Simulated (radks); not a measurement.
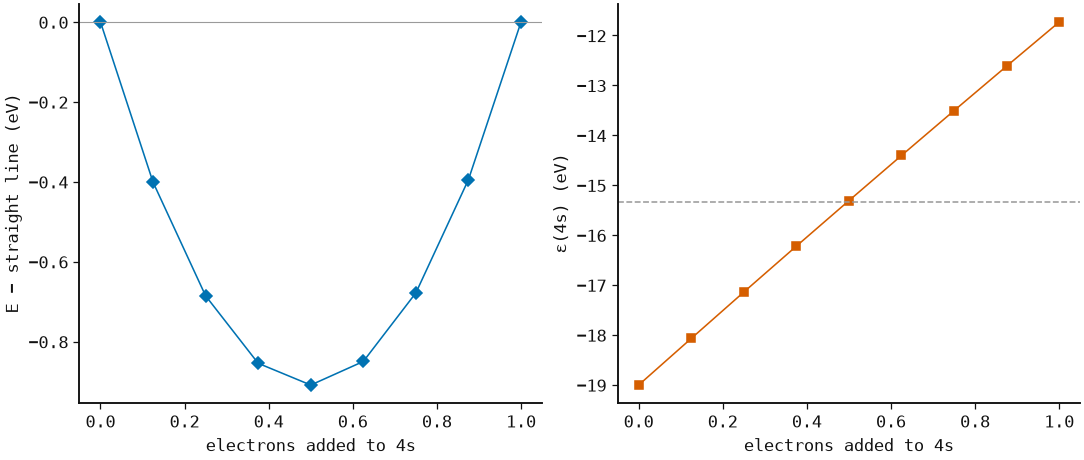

The occupation of the 4s shell is varied from Mn²⁺ ([Ar] 3d5) to Mn⁺ ([Ar] 3d5 4s1), with spherical fractional occupations. The plot shows the total energy less the straight line between the end points, and the eigenvalue of 4s (the dashed line is minus the energy to take the whole electron out). The values are computed.

> Was this Hartree-Fock or a semilocal functional, and how does the plot tell?

It was a semilocal functional (LDA, GGA or meta-GGA): non-relativistic Kohn-Sham, PBEsol, spin-unpolarised, spherical densities, point nucleus, computed with the in-house radial solver radks. The curve is convex (below the straight line), with the largest deviation among the points computed, −0.91 eV, at 0.5. The end points differ by 15.3 eV, the energy to take the electron out. The eigenvalue, which is the slope of the energy (Janak's theorem), moves from −19.0 eV at 0 to −11.7 eV at 1; for a straight line it would stay constant, and a parabola would sag by an eighth of this change, scaled to a whole electron, 0.91 eV. Convexity is the delocalisation error: fractional charges are too low in energy. For an s shell Hartree-Fock would as a rule bend the other way.
